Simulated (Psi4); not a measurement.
# HCl (SMILES Cl) at 6 levels

Aim: a comparison of 6 runs (HF/STO-3G, HF/3-21G, CAM-B3LYP/def2-SVP, SCS-MP2/def2-TZVPP, QCISD(T)/cc-pVTZ-F12) of HCl. 

Program for the calculation: Psi4 1.11.

10 further runs of the same task are left out: 4 that didn't finish, 6 set aside as unsound or not needed.

## (1) The structure to begin with

HCl: 2 atoms, total charge 0, spin state singlet. SMILES: `Cl`. The shape is that of a PBE0-D4/def2-TZVP optimisation.

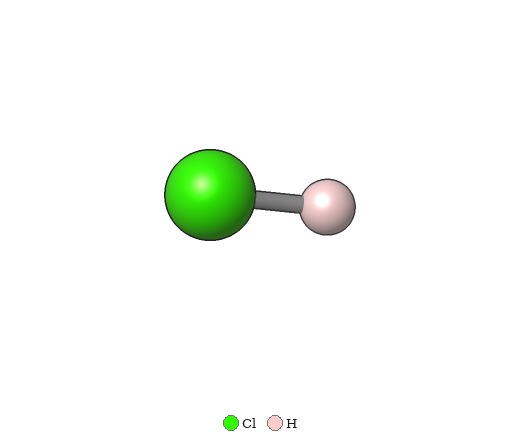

Viewed from a chosen angle; chlorine green, hydrogen pink.

## (2) Energy and forces at HF/STO-3G (run 1)

Input file clh.py:

```python
import psi4

psi4.set_memory('1600 MB')
psi4.set_num_threads(1)
psi4.core.set_output_file('output.dat', False)

mol = psi4.geometry("""
0 1
Cl
H 1 1.278791
symmetry c1
no_reorient
no_com
""")

psi4.set_options({
    'basis': 'STO-3G',
    'puream': True,
    'e_convergence': 1e-09,
    'd_convergence': 1e-08,
    'scf_type': 'pk',
})

e, wfn = psi4.gradient("scf", return_wfn=True)
psi4.oeprop(wfn, "DIPOLE", "LOWDIN_CHARGES", "MAYER_INDICES", title="SCF")
print('gradient / Eh bohr^-1')
print(e.np.round(6))
print(f'energy = {wfn.energy():.10f} Eh')
```

Launch:

```bash
$ python clh.py
```

output.dat:

```text
[...]
  Running in c1 symmetry.
[...]
  Nuclear repulsion =    7.034779398189383
[...]
  Multiplicity = 1
[...]
  Nalpha       = 9
  Nbeta        = 9
[...]
    Number of basis functions: 10
[...]
   @RHF iter   1:  -455.11053405484273   -2.78717e-01   1.44781e-02 DIIS/ADIIS
[...]
   @RHF iter   6:  -455.13506216229962   -1.53477e-11   7.39332e-09 DIIS
[...]
    Orbital Energies [Eh]
    ---------------------
    Doubly Occupied:
       1A   -103.722146     2A    -10.403619     3A     -7.848453
       4A     -7.841785     5A     -7.841785     6A     -1.042658
       7A     -0.563623     8A     -0.422850     9A     -0.422850
[...]
  @RHF Final Energy:  -455.13506216229962
   => Energetics <=
    Nuclear Repulsion Energy =              7.0347793981893831
    One-Electron Energy =                -644.1201461197865683
    Two-Electron Energy =                 181.9503045592975923
    Total Energy =                       -455.1350621622996186
[...]
  -Total Gradient:
     Atom            X                  Y                   Z
    ------   -----------------  -----------------  -----------------
       1        0.000000000000     0.000000000000     0.029899179173
       2       -0.000000000000    -0.000000000000    -0.029899179174
[...]
 Multipole Moments:
 ------------------------------------------------------------------------------------
     Multipole            Electronic (a.u.)      Nuclear  (a.u.)        Total (a.u.)
 ------------------------------------------------------------------------------------
 L = 1.  Multiply by 2.5417464519 to convert [e a0] to [Debye]
 Dipole X            :          0.0000000            0.0000000            0.0000000
 Dipole Y            :          0.0000000            0.0000000            0.0000000
 Dipole Z            :         -0.5145237            1.1980381            0.6835145
 Magnitude           :                                                    0.6835145
[...]
```

Standard output:

```text
gradient / Eh bohr^-1
[[ 0.        0.        0.029899]
 [-0.       -0.       -0.029899]]
energy = -455.1350621623 Eh
```

It took 2.5 s on 1 thread of Intel Xeon Platinum 8259CL at 2.50GHz (Skylake/Cascade Lake), shared host; peak memory 0.18 GiB.

## (3) The energy at HF/3-21G (run 2)

Input file job.dat:

```
memory 1.6 GB

molecule {
  Cl     1.03179046    -0.33731611     0.53063510
  H     -1.03179046     0.33731611    -0.53063510
  units au
  symmetry c1
  no_reorient
  no_com
}

set {
  basis         3-21G
  puream        true
  e_convergence 1e-09
  d_convergence 1e-08
  scf_type      pk
}

result, w = energy("scf", return_wfn=True)
oeprop(w, "DIPOLE", "MAYER_INDICES", "LOWDIN_CHARGES", title="SCF")
print_variables()
```

Launch:

```bash
$ psi4 job.dat job.out -n 1
```

job.out:

```text
[...]
  Running in c1 symmetry.
[...]
  Nuclear repulsion =    7.034776967508856
[...]
  Multiplicity = 1
[...]
  Nalpha       = 9
  Nbeta        = 9
[...]
    Number of basis functions: 15
[...]
   @RHF iter   1:  -457.84638374249357   -1.17044e-01   1.11528e-02 DIIS/ADIIS
[...]
   @RHF iter   8:  -457.86931159507753   -3.41061e-13   4.18269e-09 DIIS
[...]
    Orbital Energies [Eh]
    ---------------------
    Doubly Occupied:
       1A   -104.115076     2A    -10.512122     3A     -7.976261
       4A     -7.971321     5A     -7.971321     6A     -1.127837
       7A     -0.615920     8A     -0.479353     9A     -0.479353
[...]
  @RHF Final Energy:  -457.86931159507753
   => Energetics <=
    Nuclear Repulsion Energy =              7.0347769675088561
    One-Electron Energy =                -647.3110477529716036
    Two-Electron Energy =                 182.4069591903852370
    Total Energy =                       -457.8693115950775336
[...]
 Multipole Moments:
 ------------------------------------------------------------------------------------
     Multipole            Electronic (a.u.)      Nuclear  (a.u.)        Total (a.u.)
 ------------------------------------------------------------------------------------
 L = 1.  Multiply by 2.5417464519 to convert [e a0] to [Debye]
 Dipole X            :        -17.1304040           16.5086474           -0.6217567
 Dipole Y            :          5.6003244           -5.3970578            0.2032666
 Dipole Z            :         -8.8099222            8.4901616           -0.3197606
 Magnitude           :                                                    0.7281109
[...]
```

Run time: 2.2 s. Hardware: 1 thread of Intel Xeon Platinum 8259CL at 2.50GHz (Skylake/Cascade Lake), shared host; peak memory 0.18 GiB.

Runs 3 to 5 aren't shown in full; the table further down has their settings and results.

## (4) A single-point energy at QCISD(T)/cc-pVTZ-F12 (DKH3) (run 6)

Input file job.dat:

```
memory 1600 MB

molecule m {
  Cl
  H 1 1.278791
  units angstrom
}

set scf_type pk
set freeze_core true
set relativistic dkh
set dkh_order 3

energy_value, wavefunction = energy('qcisd(t)/cc-pVTZ-F12', return_wfn=True)
```

Launch:

```bash
$ psi4 job.dat job.out -n 1
```

job.out:

```text
[...]
  Running in c2v symmetry.
[...]
  Nuclear repulsion =    7.034779398189383
[...]
  Multiplicity = 1
[...]
  Nalpha       = 9
  Nbeta        = 9
[...]
    Number of basis functions: 80
[...]
   @RHF iter   1:  -461.29572298562488   -1.81147e-01   5.21018e-03 ADIIS/DIIS
[...]
   @RHF iter  10:  -461.31851172936592   -1.08002e-12   3.38998e-09 DIIS
[...]
    Orbital Energies [Eh]
    ---------------------
    Doubly Occupied:
       1A1  -105.204433     2A1   -10.635995     3A1    -8.053457
       1B2    -8.051688     1B1    -8.051688     4A1    -1.120861
       5A1    -0.625067     2B2    -0.476648     2B1    -0.476648
[...]
  @RHF Final Energy:  -461.31851172936592
   => Energetics <=
    Nuclear Repulsion Energy =              7.0347793981893831
    One-Electron Energy =                -651.3136144789716582
    Two-Electron Energy =                 182.9603233514163776
    Total Energy =                       -461.3185117293659232
[...]
 Multipole Moments:
 ------------------------------------------------------------------------------------
     Multipole            Electronic (a.u.)      Nuclear  (a.u.)        Total (a.u.)
 ------------------------------------------------------------------------------------
 L = 1.  Multiply by 2.5417464519 to convert [e a0] to [Debye]
 Dipole X            :          0.0000000            0.0000000            0.0000000
 Dipole Y            :          0.0000000            0.0000000            0.0000000
 Dipole Z            :         -0.7297263            1.1980381            0.4683118
 Magnitude           :                                                    0.4683118
[...]
      * MP2 total energy:                   -461.529071242779
[...]
      * MP3 total energy:                   -461.549743993618
[...]
      * QCISD total energy:                 -461.549284546815
[...]
```

Run time: 11 s. Hardware: 1 thread of Intel Xeon Platinum 8259CL at 2.50GHz (Skylake/Cascade Lake), shared host; peak memory 0.47 GiB.

## (5) The series

```tsv
run	level	task	properties	energy (Eh)	HOMO energy (eV)	LUMO energy (eV)	HOMO–LUMO gap (eV)	wall time
1	HF/STO-3G	gradient	(dipole, lowdin, mayer)	-455.135062	-11.51	10.92	22.43	2.5 s
2	HF/3-21G	energy	(dipole, mayer, lowdin)	-457.869312	-13.04	4.67	17.72	2.2 s
3	CAM-B3LYP/def2-SVP	energy	–	-460.665357	-10.38	2.01	12.40	4.5 s
4	SCS-MP2/def2-TZVPP (sfX2C)	energy	–	-461.551946	-12.92	3.43	16.35	3 s
5	QCISD(T)/cc-pVTZ-F12	energy	–	-460.351281	-12.98	2.15	15.13	11 s
6	QCISD(T)/cc-pVTZ-F12 (DKH3)	energy	–	-461.558145	-12.97	2.15	15.12	11 s
```

## (6) What came out

| quantity | value |
| --- | --- |
| run 6: total energy | -461.55814 Eh |
| run 6: HOMO energy (Hartree–Fock orbitals) | -12.97 eV |
| run 6: LUMO energy (Hartree–Fock orbitals) | 2.15 eV |
| run 6: HOMO–LUMO gap (Hartree–Fock orbitals) | 15.12 eV |
| run 6: correlation energy (5 core orbitals frozen) | -239.6 mEh |
| run 6: T1 diagnostic | 0.006 |

**Reading.** Over runs 1, 2, 3 the dipole moment (its size) runs from 1.33 D (CAM-B3LYP/def2-SVP) to 1.85 D (HF/3-21G). The two ends differ in method and basis. Over runs 1, 2, 3 the HOMO–LUMO gap runs from 12.40 eV (CAM-B3LYP/def2-SVP) to 22.43 eV (HF/STO-3G). Some runs of one species differ in core potentials or relativity; totals across that change don't compare. In run 1 the basis is minimal, so the values are rough. All runs together took 34 s, the longest 11 s.
